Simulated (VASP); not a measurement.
Here is the system:

```
Mo
1.0
   -1.55851     1.55851     1.55851
    1.55851    -1.55851     1.55851
    1.55851     1.55851    -1.55851
Mo
1
Direct
  0.00000   0.00000   0.00000
```

Calculation: LDA (Ceperley-Alder, Perdew-Zunger), VASP's LDA PAW potentials (set 64) (plane waves; VASP). Settings: 520 eV cut-off, 18×18×18 Γ-centred mesh, tetrahedra with Blöchl corrections, potentials Mo_sv.

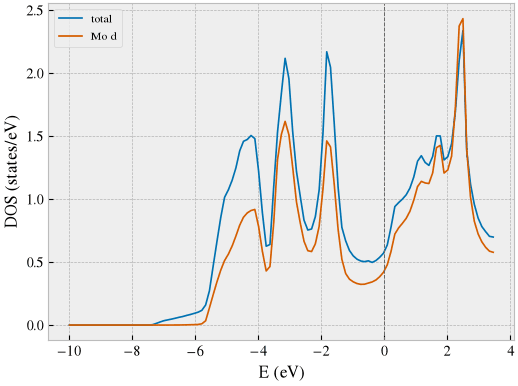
Total and projected density of states, zero at the Fermi level

Within 2 eV below the Fermi level the largest weight inside VASP's projection spheres is Mo d.

It has no gap at this level: it comes out as a metal or semimetal.

The compound is Mo in the bcc structure. It was relaxed first.
